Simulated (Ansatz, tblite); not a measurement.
# SnH2: rung by rung, part 2 of 2

Aim: run the singlet of SnH2 at one geometry on many levels, and compare frontier levels, spin and run time.

Ansatz 0.2.0, Gaussian basis; as each input shows. Earlier steps stand in the parts before.

### 17 r2SCAN-D4/def2-TZVPD

Input file in.yaml:

```yaml
crystal:
  periodic: [false, false, false]
  atoms:
    - {symbol: Sn, position_ang: [0.005051, -0.008505, -0.834990]}
    - {symbol: H, position_ang: [1.250706, -0.018202, 0.425304]}
    - {symbol: H, position_ang: [-1.255757, 0.026707, 0.409686]}
basis:
  gaussian: {orbitals: def2-TZVPD, initial_orbitals: start.molden}
hamiltonian: {xc: r2scan, dispersion: d4}
scf: {omitted_lower_state_checks: [starts]}
output: {orbitals: {seedname: orbitals}}
```

The run is started by

```sh
$ ansatz run in.yaml --threads 4 --pin off --events-out ev --progress --plain --max-ram 3916MiB
```

The program printed:

```text
Functional definition: r2SCAN
  name "r2SCAN"
  cite "Furness, Kaplan, Ning, Perdew & Sun, J. Phys. Chem. Lett. 11, 8208 (2020) doi:10.1021/acs.jpclett.0c02405"
  cite "Furness, Kaplan, Ning, Perdew & Sun, J. Phys. Chem. Lett. 11, 9248 (2020) doi:10.1021/acs.jpclett.0c03077"
  parent r2scan
  parameter k0 = 0.174
  parameter k1 = 0.065
  parameter a1 = 4.9479
  exchange = r2scan_x(k0 = k0, k1 = k1, a1 = a1)
  correlation = r2scan_c
these checks for a lower state are left out or cut short: starts
506 factors; their error is unknown
mean field evaluation 1: about -5864.9123 eV, gradient 3.8e0 eV
mean field evaluation 2: about -5864.9327 eV, gradient 2.4e-2 eV
mean field evaluation 4: about -5864.9244 eV, gradient 3.6e-5 eV
mean field -5864.92442088 eV, -215.5319970788 hartree, gradient 8.9e-5 eV, S^2 0.000000; 0 other end points of the search recorded, 0 dependent functions left out
reference -5864.92443328 eV, -215.5319975345 hartree; 12, 12 occupied and 62, 62 virtual orbitals, 506 factors
Total energy: -5864.93032139 eV, -215.5322139184 hartree
Checks for a lower state left out: starts
```

It took 0.7 s on 4 threads of Arm Neoverse V1, shared host.

From the report: HOMO -5.92 eV, LUMO -3.60 eV.

### 18 CCSD(T)/def2-TZVPP

in.yaml, as its differences from that of step 17:

```diff
@@ -7,4 +7,4 @@
 basis:
-  gaussian: {orbitals: def2-TZVPD, initial_orbitals: start.molden}
-hamiltonian: {xc: r2scan, dispersion: d4}
+  gaussian: {orbitals: def2-TZVPP, initial_orbitals: start.molden}
+correlation: {method: ccsd_t}
 scf: {omitted_lower_state_checks: [starts]}
```

The command is unchanged.

The program printed, cut to the lines that bear on the results:

```text
Functional definition: HF
  name "HF"
  cite "Fock, Z. Phys. 61, 126 (1930) doi:10.1007/BF01340294"
  parent pbe
[...]
624 factors; integrals over basis functions are off by at most 6.9e-4 eV
[...]
mean field -5836.17965256 eV, -214.4756463269 hartree, gradient 3.4e-6 eV, S^2 0.000000; 0 other end points of the search recorded, 0 dependent functions left out; unrestricted orbitals would lower it
4 core orbitals not correlated: weight in the atoms' cores, before any rotation towards them, 1.000 or more for the frozen orbitals, at most 0.000 for the correlated occupied ones
reference -5836.17965256 eV, -214.4756463269 hartree; 8, 8 occupied and 66, 66 virtual orbitals, 624 factors
second order -8.63803896 eV of doubles, -0.00000000 eV of singles
cycle   1  -8.57429063 eV  change    6.4e-2 eV  update   7.7e-2
[...]
cycle   8  -8.87815156 eV  change   -1.2e-5 eV  update   1.9e-5
perturbative correction -0.22073771 eV, -0.0081119612 hartree
Total energy: -5845.27854183 eV, -214.8100243400 hartree
Checks for a lower state left out: starts
```

Run time: 0.65 s. Hardware: 4 threads of Arm Neoverse V1, shared host.

Report: Hartree-Fock HOMO -8.73 eV, LUMO -0.23 eV; T1 0.015. Doubts: restricted state is unstable towards broken spin symmetry.

### 19 MP2/def2-TZVP

in.yaml, as its differences from that of step 18:

```diff
@@ -7,4 +7,4 @@
 basis:
-  gaussian: {orbitals: def2-TZVPP, initial_orbitals: start.molden}
-correlation: {method: ccsd_t}
+  gaussian: {orbitals: def2-TZVP, initial_orbitals: start.molden}
+correlation: {method: mp2}
 scf: {omitted_lower_state_checks: [starts]}
```

Same command.

The program printed, cut to the lines that bear on the results:

```text
Functional definition: HF
  name "HF"
  cite "Fock, Z. Phys. 61, 126 (1930) doi:10.1007/BF01340294"
  parent pbe
[...]
582 factors; integrals over basis functions are off by at most 7.0e-4 eV
[...]
mean field -5836.16963831 eV, -214.4752783098 hartree, gradient 1.3e-6 eV, S^2 0.000000; 0 other end points of the search recorded, 0 dependent functions left out; unrestricted orbitals would lower it
4 core orbitals not correlated: weight in the atoms' cores, before any rotation towards them, 1.000 or more for the frozen orbitals, at most 0.000 for the correlated occupied ones
reference -5836.16963831 eV, -214.4752783098 hartree; 8, 8 occupied and 50, 50 virtual orbitals, 582 factors
second order -8.41702068 eV of doubles, -0.00000000 eV of singles
Total energy: -5844.58665899 eV, -214.7845981146 hartree
Checks for a lower state left out: starts
```

Wall time 0.3 s (4 threads of Arm Neoverse V1, shared host).

Report: Hartree-Fock HOMO -8.73 eV, LUMO -0.23 eV. Doubts: restricted state is unstable towards broken spin symmetry.

### 20 RPA/def2-TZVP

in.yaml, as its differences from that of step 19:

```diff
@@ -8,4 +8,4 @@
   gaussian: {orbitals: def2-TZVP, initial_orbitals: start.molden}
-correlation: {method: mp2}
+hamiltonian: {xc: pbe}
+correlation: {method: rpa}
 scf: {omitted_lower_state_checks: [starts]}
-output: {orbitals: {seedname: orbitals}}
```

Launched as before.

The program printed, cut to the lines that bear on the results:

```text
Functional definition: PBE
  name "PBE"
  cite "Perdew, Burke & Ernzerhof, Phys. Rev. Lett. 77, 3865 (1996) doi:10.1103/PhysRevLett.77.3865"
  parent pbe
[...]
582 factors; integrals over basis functions are off by at most 7.0e-4 eV
[...]
mean field -5862.65735949 eV, -215.4486841093 hartree, gradient 7.0e-6 eV, S^2 0.000000; 0 other end points of the search recorded, 0 dependent functions left out
4 core orbitals not correlated: weight in the atoms' cores, before any rotation towards them, 1.000 or more for the frozen orbitals, at most 0.000 for the correlated occupied ones
reference -5835.66612616 eV, -214.4567745797 hartree; 8, 8 occupied and 50, 50 virtual orbitals, 582 factors
Total energy: -5848.28945774 eV, -214.9206734590 hartree
Checks for a lower state left out: starts
```

It took 0.55 s on 4 threads of Arm Neoverse V1, shared host.

### 21 CCSD(T)/def2-TZVPD

in.yaml, as its differences from that of step 20:

```diff
@@ -7,5 +7,5 @@
 basis:
-  gaussian: {orbitals: def2-TZVP, initial_orbitals: start.molden}
-hamiltonian: {xc: pbe}
-correlation: {method: rpa}
+  gaussian: {orbitals: def2-TZVPD, initial_orbitals: start.molden}
+correlation: {method: ccsd_t}
 scf: {omitted_lower_state_checks: [starts]}
+output: {orbitals: {seedname: orbitals}}
```

Launched as before.

The program printed, cut to the lines that bear on the results:

```text
Functional definition: HF
  name "HF"
  cite "Fock, Z. Phys. 61, 126 (1930) doi:10.1007/BF01340294"
  parent pbe
[...]
667 factors; integrals over basis functions are off by at most 9.8e-4 eV
[...]
mean field -5836.17332156 eV, -214.4754136669 hartree, gradient 7.3e-7 eV, S^2 0.000000; 0 other end points of the search recorded, 0 dependent functions left out; unrestricted orbitals would lower it
4 core orbitals not correlated: weight in the atoms' cores, before any rotation towards them, 1.000 or more for the frozen orbitals, at most 0.000 for the correlated occupied ones
reference -5836.17332156 eV, -214.4754136669 hartree; 8, 8 occupied and 62, 62 virtual orbitals, 667 factors
second order -8.48774597 eV of doubles, -0.00000000 eV of singles
cycle   1  -8.43943113 eV  change    4.8e-2 eV  update   7.8e-2
[...]
cycle   9  -8.74483521 eV  change    6.3e-6 eV  update   6.7e-6
perturbative correction -0.21794242 eV, -0.0080092360 hartree
Total energy: -5845.13609918 eV, -214.8047896695 hartree
Checks for a lower state left out: starts
```

It took 0.65 s on 4 threads of Arm Neoverse V1, shared host.

From the report: Hartree-Fock HOMO -8.73 eV, LUMO -0.24 eV; T1 0.015. Doubts: restricted state is unstable towards broken spin symmetry.

### 22 Comparison

```csv
level,functions,HOMO (eV),LUMO (eV),gap (eV),time
HF/def2-TZVP,62,-8.73,-0.23,8.50,0.15 s
PBE-D4/def2-SVP,36,-5.60,-3.73,1.87,0.2 s
PBE-D4/def2-TZVP,62,-5.69,-3.77,1.92,0.35 s
PBE-D4/def2-TZVPD,74,-5.70,-3.78,1.92,0.3 s
BLYP-D4/def2-TZVP,62,-5.60,-3.73,1.87,0.3 s
r2SCAN-D4/def2-TZVP,62,-5.92,-3.59,2.33,0.65 s
r2SCAN-D4/def2-TZVPD,74,-5.92,-3.60,2.33,0.7 s
PBE0-D4/def2-SVP,36,-6.57,-2.94,3.62,0.25 s
PBE0-D4/def2-TZVP,62,-6.64,-2.98,3.66,0.35 s
PBE0-D4/def2-TZVPD,74,-6.64,-2.98,3.66,0.35 s
r2SCAN0-D4/def2-TZVP,62,-6.80,-2.88,3.92,0.7 s
HSE06-D4/def2-TZVP,62,-6.24,-3.34,2.90,0.4 s
BHLYP-D4/def2-TZVP,62,-7.50,-2.23,5.28,0.3 s
ωB97M-V/def2-TZVP,62,-8.69,-1.19,7.50,1 s
```

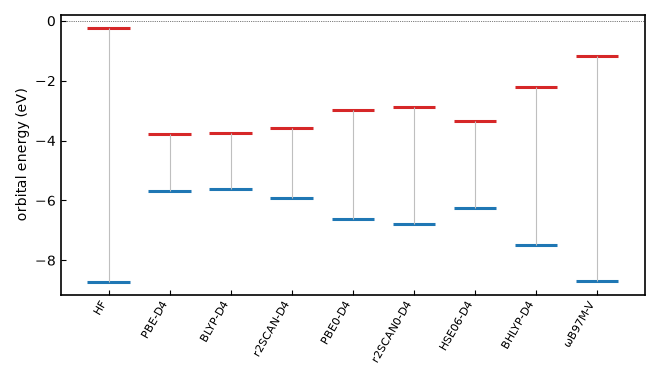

Highest filled (blue) and lowest empty (red) level in def2-TZVP.

Energy pieces by basis (eV):

```csv
basis,HF,MP2 correlation,CCSD correlation,(T),total
def2-TZVPP,-5836.1797,-8.6380,-8.8782,-0.2207,-5845.2785
def2-TZVP,-5836.1696,-8.4170,,,-5844.5867 (MP2)
def2-TZVPD,-5836.1733,-8.4877,-8.7448,-0.2179,-5845.1361
```

### 23 Binding energy

Free atoms were run apart at each level; binding is atoms less cluster, divided by the number of atoms, without zero-point or spin-orbit terms.

Differences are taken before rounding.

```csv
method,binding an atom (eV),from CCSD(T)/def2-TZVPP (eV),time
HF/def2-TZVP,1.231,-0.609,0.15 s
HF/def2-TZVPD,1.232,-0.609,
HF/def2-TZVPP,1.235,-0.606,
PBE-D4/def2-SVP,1.804,-0.036,0.2 s
PBE-D4/def2-TZVP,1.825,-0.016,0.35 s
PBE-D4/def2-TZVPD,1.825,-0.016,0.3 s
BLYP-D4/def2-TZVP,1.886,+0.045,0.3 s
r2SCAN-D4/def2-TZVP,1.828,-0.012,0.65 s
r2SCAN-D4/def2-TZVPD,1.829,-0.012,0.7 s
PBE0-D4/def2-SVP,1.777,-0.064,0.25 s
PBE0-D4/def2-TZVP,1.798,-0.043,0.35 s
PBE0-D4/def2-TZVPD,1.798,-0.043,0.35 s
r2SCAN0-D4/def2-TZVP,1.802,-0.039,0.7 s
HSE06-D4/def2-TZVP,1.795,-0.045,0.4 s
BHLYP-D4/def2-TZVP,1.843,+0.002,0.3 s
ωB97M-V/def2-TZVP,1.859,+0.018,1 s
MP2/def2-TZVP,1.637,-0.204,0.3 s
MP2/def2-TZVPD,1.655,-0.186,
CCSD/def2-TZVPD,1.769,-0.072,
CCSD/def2-TZVPP,1.821,-0.019,
CCSD(T)/def2-TZVPD,1.787,-0.054,0.65 s
CCSD(T)/def2-TZVPP,1.841,0,0.65 s
```

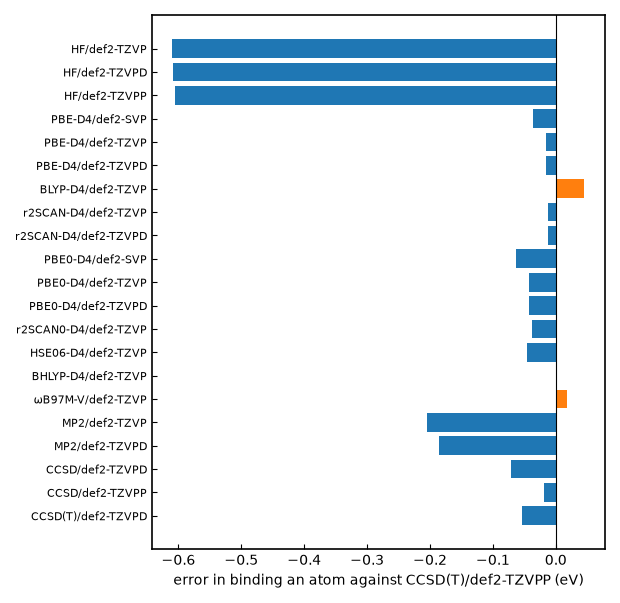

Error of each method against CCSD(T)/def2-TZVPP.

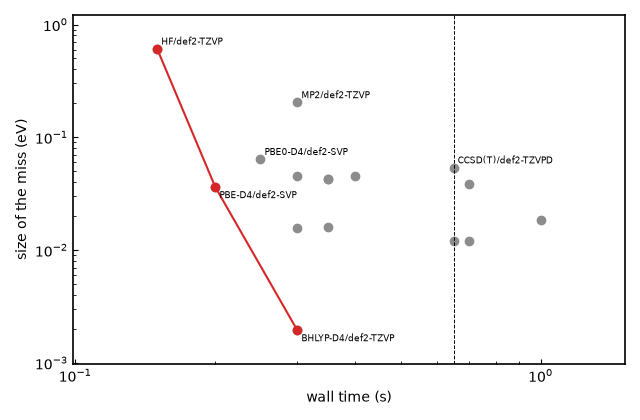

Accuracy for the time spent; red marks the levels that beat every quicker one drawn (of those quicker than the yardstick), and the dashed line is the time of CCSD(T)/def2-TZVPP. Only those levels and the largest misses are named. Times are from a shared host. Runs this short are mostly start-up, so their order is noise.

### 24 Outcome

What follows sums up all 2 parts.

| quantity | value |
| --- | --- |
| gap in def2-TZVP, named functionals and Hartree-Fock, smallest and largest | 1.87 eV (BLYP-D4), 8.50 eV (HF) |
| correlation energy, CCSD(T)/def2-TZVPP | -9.10 eV |
| correlation energy, MP2/def2-TZVP | -8.42 eV |
| correlation energy, CCSD(T)/def2-TZVPD | -8.96 eV |
| binding an atom, CCSD(T)/def2-TZVPP | 1.841 eV |
| PBE0 total energy, smallest basis above largest | 0.23 eV (def2-SVP, def2-TZVPD) |

In words: Over the named functionals and Hartree-Fock in def2-TZVP the gap runs from 1.87 eV (BLYP-D4) to 8.50 eV (HF); exact exchange widens it. The functionals in def2-TZVP miss CCSD(T)/def2-TZVPP by -0.045 (HSE06-D4) to +0.045 eV (BLYP-D4) an atom. CCSD(T)/def2-TZVPP isn't at the basis-set limit; small misses against it rank nothing.

BHLYP-D4/def2-TZVP reaches 0.002 eV from the reference in 0.3 s, where CCSD(T)/def2-TZVPP took 0.65 s. The slowest run with a step of its own, ωB97M-V/def2-TZVP, took 1 s; the quickest functional in def2-TZVP took 0.3 s (shared host).
